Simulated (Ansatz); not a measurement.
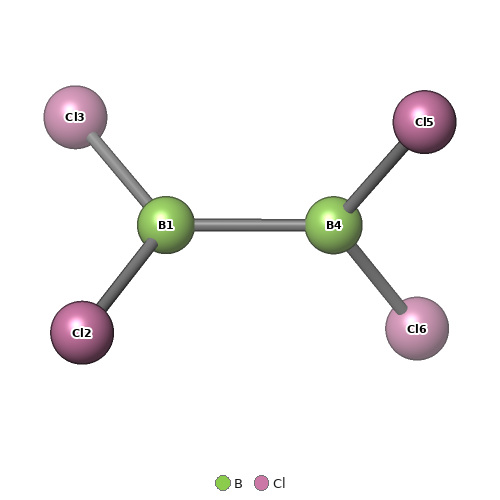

The system is B2(Cl)4; the picture shows the reference structure. Coordinates scanned: (1) angle Cl2–B1–B4; (2) dihedral Cl2–B1–B4–Cl5. Nothing is relaxed (all other coordinates rigid). The scan uses a 15 × 15 grid; 180 points were computed and 45 follow by symmetry. Points are written as (first, second). All energies are given in eV relative to the relaxed molecule at the same level. Theory: RKS PBE0-D4/def2-SVP (Ansatz).

Its coordinates:

```xyz
6

B     0.0751    0.5734   -0.6189
Cl   -1.3477    1.3017   -1.3245
Cl    1.6544    1.0395   -1.2029
B    -0.0752   -0.5733    0.6189
Cl   -0.0994   -0.0683    2.2913
Cl   -0.2072   -2.2729    0.2361
```

Range: angle Cl2–B1–B4 from 75.3 to 165.3°; dihedral Cl2–B1–B4–Cl5 from −180 to 156°.

**Predict the map.**

The lowest grid point is at (120.3°, 84°), 0.0007 eV from the relaxed molecule at the same level; the map holds 2 wells of about this depth. No other kind of well shows on this grid. The highest grid point, (75.3°, −180°), lies 6.41 eV above the lowest. On the interpolated surface the easiest way out of the lowest well to a well of about the same depth near (120.3°, −84°) passes a barrier of about 0.066 eV. Round the minimum the two coordinates are nearly uncoupled.

```
dihedral Cl2–B1–B4–Cl5 ↓, angle Cl2–B1–B4 →  75.3  81.8  88.2  94.6  101.1  107.5  113.9  120.3  126.8  133.2  139.6  146.1  152.5  158.9  165.3
                                        156  5.30  3.28  1.98  1.15   0.62   0.30   0.12   0.06   0.10   0.27   0.59   1.12   1.93   3.17   5.07
                                        132  3.42  2.26  1.46  0.89   0.49   0.23   0.08   0.03   0.08   0.25   0.56   1.08   1.88   3.12   5.00
                                        108  2.33  1.66  1.14  0.73   0.41   0.19   0.05   0.01   0.06   0.22   0.53   1.05   1.84   3.07   4.95
                                         84  2.13  1.55  1.08  0.70   0.39   0.18   0.05   0.00   0.05   0.22   0.52   1.04   1.83   3.06   4.93
                                         60  2.75  1.90  1.26  0.79   0.44   0.21   0.07   0.02   0.07   0.23   0.54   1.06   1.86   3.09   4.97
                                         36  4.31  2.75  1.71  1.02   0.56   0.27   0.10   0.04   0.09   0.26   0.58   1.10   1.91   3.14   5.04
                                         12  6.10  3.71  2.20  1.26   0.67   0.32   0.13   0.06   0.11   0.28   0.60   1.13   1.94   3.19   5.09
                                        −12  6.10  3.71  2.20  1.26   0.67   0.32   0.13   0.06   0.11   0.28   0.60   1.13   1.94   3.19   5.09
                                        −36  4.31  2.75  1.71  1.02   0.56   0.27   0.10   0.04   0.09   0.26   0.58   1.10   1.91   3.14   5.04
                                        −60  2.75  1.90  1.26  0.79   0.44   0.21   0.07   0.02   0.07   0.23   0.54   1.06   1.86   3.09   4.97
                                        −84  2.13  1.55  1.08  0.70   0.39   0.18   0.05   0.00   0.05   0.22   0.52   1.04   1.83   3.06   4.93
                                       −108  2.33  1.66  1.14  0.73   0.41   0.19   0.05   0.01   0.06   0.22   0.53   1.05   1.84   3.07   4.95
                                       −132  3.42  2.26  1.46  0.89   0.49   0.23   0.08   0.03   0.08   0.25   0.56   1.08   1.88   3.12   5.00
                                       −156  5.30  3.28  1.98  1.15   0.62   0.30   0.12   0.06   0.10   0.27   0.59   1.12   1.93   3.17   5.07
                                       −180  6.41  3.88  2.29  1.30   0.69   0.33   0.14   0.07   0.11   0.28   0.60   1.13   1.95   3.19   5.09
```

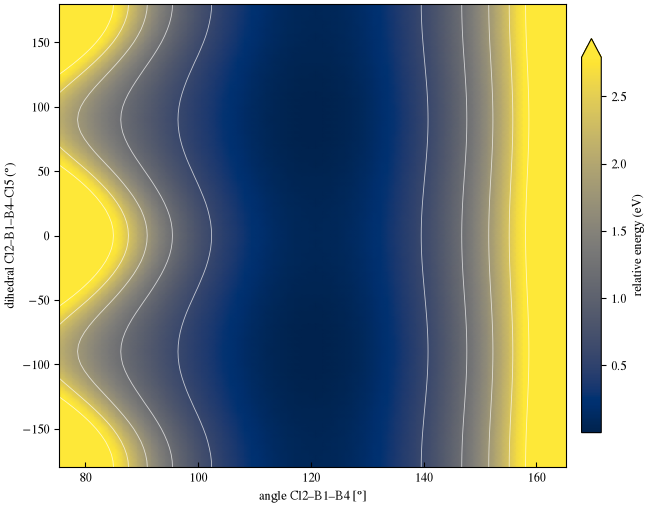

In the figure: a smooth colour map with a few white contour lines, one colour for all values above the top of the scale. Between grid points the surface is interpolated.

Each point was launched as `ansatz run input.yaml --threads 1 --pin off --max-ram 2560MiB --backend cpu --events-out ev --progress --plain --runs-dir out`. Time for the 180 points that were run: 15 min on 1 thread of Arm Neoverse V2, with other jobs on the host.
